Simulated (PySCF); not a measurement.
**C₆H₁₄N₂Si₂: density, localisation and related maps**

```json
{"atom": "N", "x (Å)": "-3.4975", "y (Å)": "2.1997", "z (Å)": "-0.5555"}
{"atom": "C", "x (Å)": "-3.1076", "y (Å)": "1.1443", "z (Å)": "-0.8272"}
{"atom": "C", "x (Å)": "-2.6077", "y (Å)": "-0.1889", "z (Å)": "-1.1550"}
{"atom": "C", "x (Å)": "-2.5984", "y (Å)": "-1.1105", "z (Å)": "0.0760"}
{"atom": "C", "x (Å)": "-1.2833", "y (Å)": "-0.7641", "z (Å)": "0.7933"}
{"atom": "N", "x (Å)": "-0.4799", "y (Å)": "-0.0718", "z (Å)": "-0.2058"}
{"atom": "Si", "x (Å)": "0.9886", "y (Å)": "0.7842", "z (Å)": "0.1542"}
{"atom": "C", "x (Å)": "2.5313", "y (Å)": "-0.2933", "z (Å)": "0.1770"}
{"atom": "Si", "x (Å)": "4.1383", "y (Å)": "0.5993", "z (Å)": "0.5773"}
{"atom": "C", "x (Å)": "-1.1104", "y (Å)": "-0.1472", "z (Å)": "-1.5003"}
{"atom": "H", "x (Å)": "-3.2190", "y (Å)": "-0.5952", "z (Å)": "-1.9757"}
{"atom": "H", "x (Å)": "-2.5868", "y (Å)": "-2.1526", "z (Å)": "-0.2766"}
{"atom": "H", "x (Å)": "-3.4827", "y (Å)": "-0.9831", "z (Å)": "0.7147"}
{"atom": "H", "x (Å)": "-1.4582", "y (Å)": "-0.1117", "z (Å)": "1.6672"}
{"atom": "H", "x (Å)": "-0.8040", "y (Å)": "-1.6865", "z (Å)": "1.1715"}
{"atom": "H", "x (Å)": "1.1457", "y (Å)": "1.8300", "z (Å)": "-0.9024"}
{"atom": "H", "x (Å)": "0.8276", "y (Å)": "1.4017", "z (Å)": "1.5077"}
{"atom": "H", "x (Å)": "2.3875", "y (Å)": "-1.1037", "z (Å)": "0.9130"}
{"atom": "H", "x (Å)": "2.6383", "y (Å)": "-0.7729", "z (Å)": "-0.8119"}
{"atom": "H", "x (Å)": "4.4072", "y (Å)": "1.6656", "z (Å)": "-0.4368"}
{"atom": "H", "x (Å)": "5.2935", "y (Å)": "-0.3509", "z (Å)": "0.5775"}
{"atom": "H", "x (Å)": "4.0601", "y (Å)": "1.2446", "z (Å)": "1.9243"}
{"atom": "H", "x (Å)": "-0.8621", "y (Å)": "-1.0707", "z (Å)": "-2.0643"}
{"atom": "H", "x (Å)": "-0.8392", "y (Å)": "0.7106", "z (Å)": "-2.1347"}
```

Geometry: PBE0-D3(BJ)/def2-SVP.

Theory: PySCF 2.14.0, PBE0/pcSseg-1, SCF density, gas phase, non-relativistic.

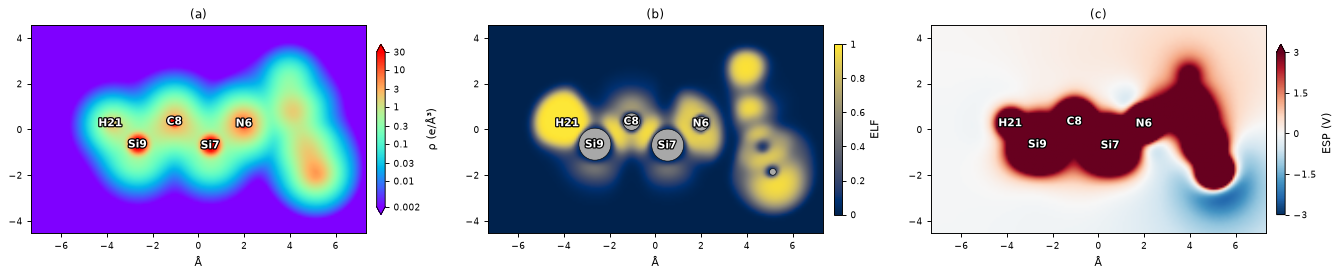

Figure 1. (a) electron density; (b) ELF; (c) electrostatic potential on the plane of atoms C8, Si9 and H21. Grey discs cover the atomic cores in the ELF map.

Q: Read the bonding off the picture.

A: Atoms in the plane: N, Si, C and H. Si–N (1.74 Å): ρ at the midpoint is about 1.1 e/Å³; the ELF peaks at about 0.90 between the atoms: a shared but strongly polarised pair. C–Si (1.88 Å): the density is about 0.91 e/Å³ at the midpoint; the ELF peaks at about 0.95 between the atoms; localised, covalent bonding. Si–H (1.50 Å): ρ at the midpoint is about 0.77 e/Å³; the ELF climbs to about 1 towards the hydrogen, as it does in any bond to H. The ELF also peaks beside N1, away from the bonds: lone-pair regions. Outside the dense part of the molecule the potential is most negative (−2.3 V) near N1, which lies off the plane.

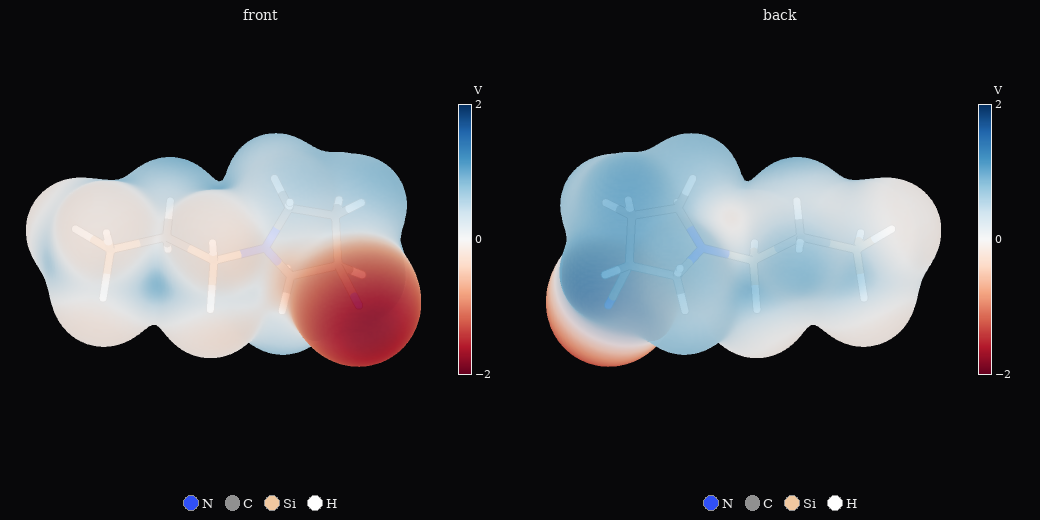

Figure 2. The molecular electrostatic potential painted on the density surface at 0.001 e/bohr³, seen from the front and from behind; red is negative and blue positive.

Q: Where is the surface potential most negative and most positive?

A: The most negative region (about −1.7 V, or −39 kcal/mol for a unit charge) lies over N1, the most positive (about +1.1 V, or +25 kcal/mol for a unit charge) over H11. N1 is the likeliest acceptor of a hydrogen bond.
